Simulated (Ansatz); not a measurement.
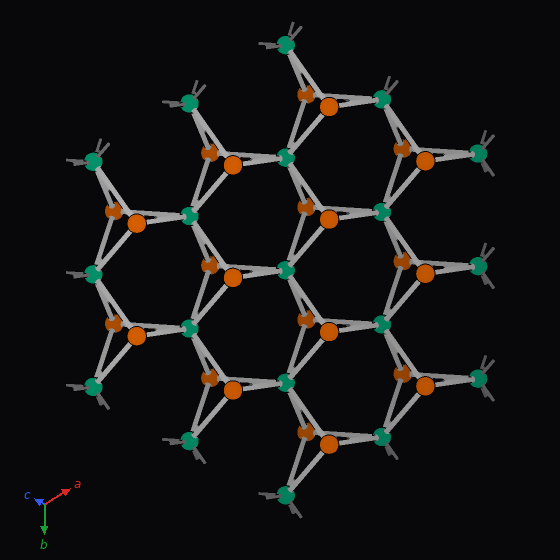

The picture shows a finite piece of the underlying net of a crystal structure, nodes on the atoms' positions. Nodes are coloured by topological kind. One layer is drawn. Edges to nodes outside the piece are drawn as stubs.

What net is this?

Answer. A binodal (3,6)-connected, two-periodic (layers) net. It is the net of the trigonal-prismatic layers of 2H-MoS2.

Give point symbol and coordination sequence of each kind of node.

Answer. 3-connected node: 4^3, sequence 3, 13, 9, 24, 15, 36; 6-connected node: 4^3.6^12, sequence 6, 6, 18, 12, 30, 18.

Where the net comes from. System WSe2 (space group P6_3/mmc, No. 194); source of the atomic positions: the end point of a relaxation at fixed volume with DFT PBE+D3(BJ), scalar-relativistic, plane waves, PAW (Ansatz 0.2.0). Bonds are taken as Se–W below 2.8 Å; no other contact counts. Atoms with one bond or none are removed and atoms with two bonds are replaced by edges, until no such atom is left. Se is a 3-connected node; W is a 6-connected node, in the ratio 2:1.
